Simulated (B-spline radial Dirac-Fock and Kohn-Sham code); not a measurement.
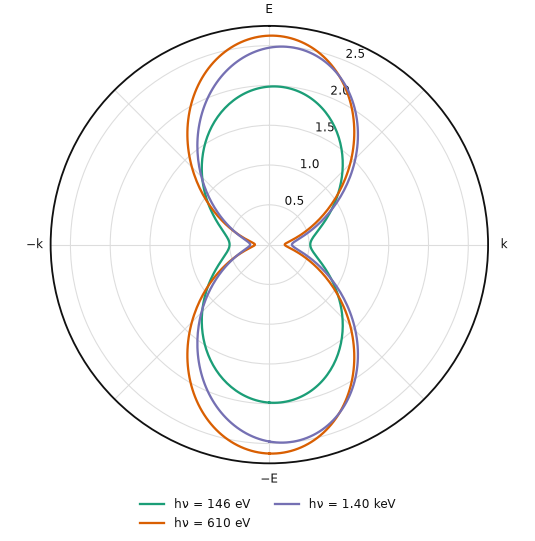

Angular distribution of photoelectrons from M3 (3p3/2) in the plane of the polarisation E (up) and the photon direction k (right), relative to an isotropic one. The figure is for Mn²⁺. Computed with a B-spline radial code: a Dirac–Hartree–Slater potential; 1 + βP₂(cos θ) + (δ + γ cos²θ) sin θ cos φ with E1 and E1–E2 terms. Open shells are averaged over j.

Question: What are β, γ and δ at 1.40 keV?

Answer: β = 1.475, γ = 0.413, δ = 0.021.
